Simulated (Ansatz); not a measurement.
**CH6B2O (SMILES BB(C)O) at PBE-QIDH/def2-SVP**

What is the electronic atomisation energy of CH6B2O at PBE-QIDH/def2-SVP? 

Program for the calculation: Ansatz 0.2.0.

69 further runs of the same task are left out: 69 set aside as unsound or not needed.

## 1. The system as given

CH6B2O has 10 atoms, charge 0, and is taken as a singlet. SMILES: `BB(C)O`. The shape is that of a PBE0-D4/def2-TZVP optimisation. This is one conformer, not always the lowest.

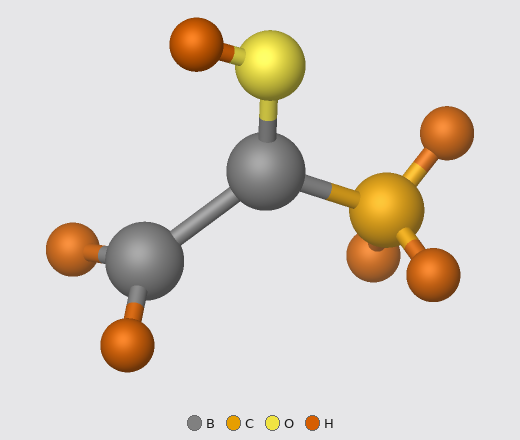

The structure, seen from a chosen angle (boron grey, carbon amber, oxygen yellow, hydrogen orange).

## 2. The energy at PBE-QIDH/def2-SVP

The input, input.yaml:

```yaml
crystal:
  periodic: [false, false, false]
  atoms:
    - {symbol: B, position_ang: [-1.157400, 0.826800, -0.622100]}
    - {symbol: B, position_ang: [0.289400, 0.045900, -0.271000]}
    - {symbol: C, position_ang: [0.377300, -0.834700, 1.032200]}
    - {symbol: O, position_ang: [1.432600, 0.117800, -1.017900]}
    - {symbol: H, position_ang: [-2.010400, 0.312100, -1.292200]}
    - {symbol: H, position_ang: [-1.440400, 1.898900, -0.162200]}
    - {symbol: H, position_ang: [-0.546500, -1.371000, 1.265900]}
    - {symbol: H, position_ang: [1.200400, -1.552500, 0.975700]}
    - {symbol: H, position_ang: [0.572700, -0.174500, 1.886700]}
    - {symbol: H, position_ang: [1.365300, 0.679800, -1.792300]}
basis:
  gaussian: {orbitals: def2-SVP}
hamiltonian: {xc: {name: PBE-QIDH}}
output: {orbitals: {seedname: orbitals}}
correlation: {frozen_orbitals: {B: 1, C: 1, H: 0, O: 1}}
accuracy: high
```

Started as:

```bash
$ ansatz run input.yaml --threads 1 --pin off --max-ram 3480MiB --events-out events.jsonl --progress --plain --runs-dir runs
```

The log of the run:

```text
Warning: RAYON_NUM_THREADS=1 ignored (pool sized by the plan → 1); use --threads N
Functional definition: PBE-QIDH
  name "PBE-QIDH"
  parameter a = 3^(-1/3)
  parameter c = 1/3
  exchange = (1 - a)*pbe_x + a*exact_x
  correlation = (1 - c)*pbe_c + c*(mp2_os + mp2_ss)
2073 factors; integrals over basis functions are off by at most 3.2e-9 eV
mean field evaluation 1: about -4515.5311 eV, gradient 4.0e1 eV
mean field evaluation 2: about -4515.5320 eV, gradient 4.0e1 eV
mean field evaluation 4: about -4518.9010 eV, gradient 3.7e0 eV
mean field evaluation 8: about -4518.9331 eV, gradient 3.3e-2 eV
mean field evaluation 16: about -4518.9331 eV, gradient 1.1e-5 eV
mean field -4518.93308410 eV, -166.0677277979 hartree, gradient 2.1e-8 eV, S^2 0.000000; 0 other end points of the search recorded, 0 dependent functions left out
4 core orbitals not correlated: weight in the atoms' cores, before any rotation towards them, 1.000 or more for the frozen orbitals, at most 0.000 for the correlated occupied ones
reference -4518.93308514 eV, -166.0677278362 hartree; 11, 11 occupied and 71, 71 virtual orbitals, 2073 factors
second order -15.23565229 eV of doubles, -0.00000000 eV of singles
Total energy: -4524.01163591 eV, -166.2543611344 hartree
```

Wall time 8.7 s (1 thread of Arm Neoverse V2, shared host); peak memory 0.27 GiB.

## 3. The B atom at the same level

The input, in.yaml:

```yaml
crystal:
  periodic: [false, false, false]
  atoms:
    - symbol: B
      position_ang: [0.000000, 0.000000, 0.000000]
basis:
  gaussian:
    orbitals: def2-SVP
magnetization:
  spin_polarized: true
  initial_magnetization: 1
hamiltonian:
  xc: {name: PBE-QIDH}
correlation:
  frozen_orbitals: {B: 1}
accuracy: high
```

Run the same way, it converges to -24.57998 Eh (log not shown).

## 4. The C atom

The input, input.yaml:

```yaml
crystal:
  periodic: [false, false, false]
  atoms:
    - {symbol: C, position_ang: [0.000000, 0.000000, 0.000000]}
basis:
  gaussian:
    orbitals: def2-SVP
magnetization:
  spin_polarized: true
  initial_magnetization: 2
hamiltonian:
  xc: {name: PBE-QIDH}
correlation:
  frozen_orbitals: {C: 1}
accuracy: high
```

Run the same way, it converges to -37.74856 Eh (log not shown).

## 5. The H atom

The input, molecule.yaml:

```yaml
crystal:
  periodic: [false, false, false]
  atoms:
    - {symbol: H, position_ang: [0.000000, 0.000000, 0.000000]}
basis:
  gaussian:
    orbitals: def2-SVP
accuracy: high
correlation:
  frozen_orbitals: {H: 0}
magnetization:
  spin_polarized: true
  initial_magnetization: 1
hamiltonian:
  xc: {name: PBE-QIDH}
```

Started as:

```bash
$ ansatz run molecule.yaml --threads 1 --pin off --max-ram 3480MiB --events-out events.jsonl --progress --plain --runs-dir runs
```

The log of the run:

```text
Warning: RAYON_NUM_THREADS=1 ignored (pool sized by the plan → 1); use --threads N
Functional definition: PBE-QIDH
  name "PBE-QIDH"
  parameter a = 3^(-1/3)
  parameter c = 1/3
  exchange = (1 - a)*pbe_x + a*exact_x
  correlation = (1 - c)*pbe_c + c*(mp2_os + mp2_ss)
15 factors; integrals over basis functions are off by at most 8.9e-10 eV
mean field evaluation 1: about -13.6204 eV, gradient 1.2e0 eV
mean field evaluation 2: about -13.6204 eV, gradient 1.2e0 eV
mean field evaluation 4: about -13.6395 eV, gradient 2.9e-4 eV
mean field evaluation 8: about -13.6394 eV, gradient 2.1e-9 eV
mean field -13.63944455 eV, -0.5012403420 hartree, gradient 3.2e-9 eV, S^2 0.750000; 0 other end points of the search recorded, 0 dependent functions left out
reference -13.63944510 eV, -0.5012403623 hartree; 1, 0 occupied and 4, 5 virtual orbitals, 15 factors
second order 0.00000000 eV of doubles, -0.00000000 eV of singles
Total energy: -13.63944510 eV, -0.5012403623 hartree
```

Wall time 0.12 s (1 thread of Arm Neoverse V2, shared host).

## 6. The O atom

The input, run.yaml:

```yaml
crystal:
  periodic: [false, false, false]
  atoms:
    - symbol: O
      position_ang: [0.000000, 0.000000, 0.000000]
basis:
  gaussian:
    orbitals: def2-SVP
magnetization:
  spin_polarized: true
  initial_magnetization: 2
hamiltonian:
  xc: {name: PBE-QIDH}
correlation:
  frozen_orbitals: {O: 1}
accuracy: high
```

Started as:

```bash
$ ansatz run run.yaml --threads 1 --pin off --max-ram 3480MiB --events-out events.jsonl --progress --plain --runs-dir runs
```

The log of the run (excerpt; [...] marks lines left out):

```text
Warning: RAYON_NUM_THREADS=1 ignored (pool sized by the plan → 1); use --threads N
Functional definition: PBE-QIDH
  name "PBE-QIDH"
[...]
95 factors; integrals over basis functions are off by at most 1.3e-9 eV
[...]
mean field -2037.16849605 eV, -74.8645613876 hartree, gradient 2.0e-8 eV, S^2 2.003611; 0 other end points of the search recorded, 0 dependent functions left out
1 core orbitals not correlated: weight in the atoms' cores, before any rotation towards them, 1.000 or more for the frozen orbitals, at most 0.000 for the correlated occupied ones
reference -2037.16849625 eV, -74.8645613948 hartree; 4, 2 occupied and 9, 11 virtual orbitals, 95 factors
second order -3.03555989 eV of doubles, -0.00000000 eV of singles
Total energy: -2038.18034955 eV, -74.9017463176 hartree
```

Run time: 0.3 s. Hardware: 1 thread of Arm Neoverse V2, shared host.

## 7. Outcome

Level: PBE-QIDH/def2-SVP, 4 core orbitals frozen.

| quantity | value |
| --- | --- |
| molecule: total energy | -166.25436 Eh |
| molecule: HOMO energy (SCF part's orbitals) | -9.82 eV |
| molecule: LUMO energy (SCF part's orbitals) | 0.22 eV |
| molecule: HOMO–LUMO gap (SCF part's orbitals) | 10.04 eV |
| B atom: total energy | -24.57998 Eh |
| B atom: ⟨S²⟩ | 0.754 |
| C atom: total energy | -37.74856 Eh |
| C atom: ⟨S²⟩ | 2.004 |
| H atom: total energy | -0.50124 Eh |
| H atom: ⟨S²⟩ | 0.750 |
| O atom: total energy | -74.90175 Eh |
| O atom: ⟨S²⟩ | 2.004 |
| electronic atomisation energy | 39.093 eV |

**Reading.** Taking the molecule apart into free atoms costs 39.09 eV (902 kcal/mol), before zero-point energy and without spin-orbit coupling.
